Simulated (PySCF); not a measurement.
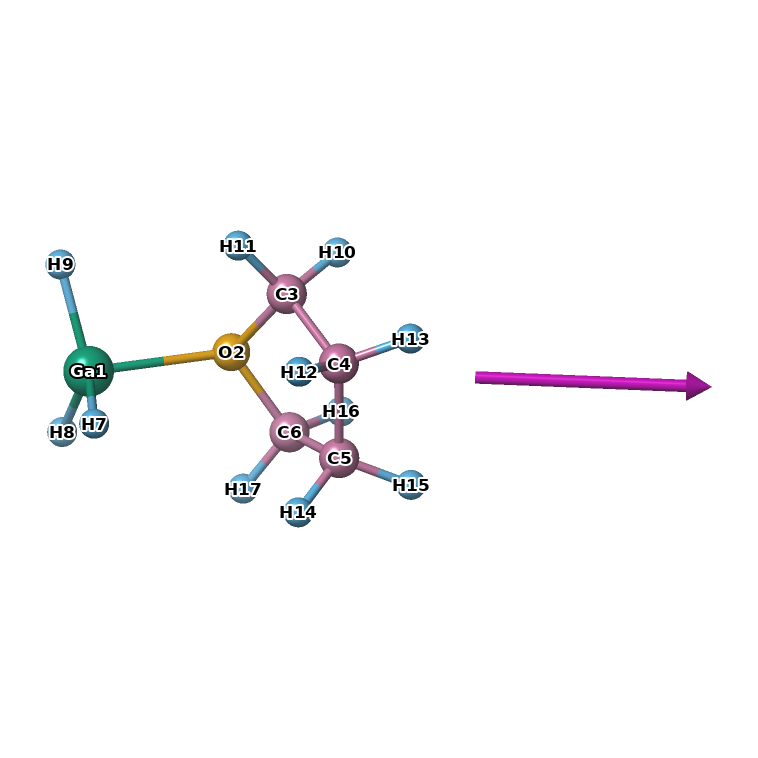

The arrow beside the molecule shows the direction of the dipole moment, from the negative to the positive end (its length means nothing). Computed geometry: GFN2-xTB optimisation. No frequency run is at hand to confirm it as a minimum. Method: PBE0/pcSseg-1, gas phase (PySCF 2.14.0).

How large is the dipole moment?

5.08 D; it points from the side of H8, H9 to the side of H13, H15 (the outermost atoms at the two ends).

The geometry is semi-empirical. Around Ga such bond lengths and angles can be off by a tenth of an ångström or more and by several degrees, and values that hang on the shape move with them.
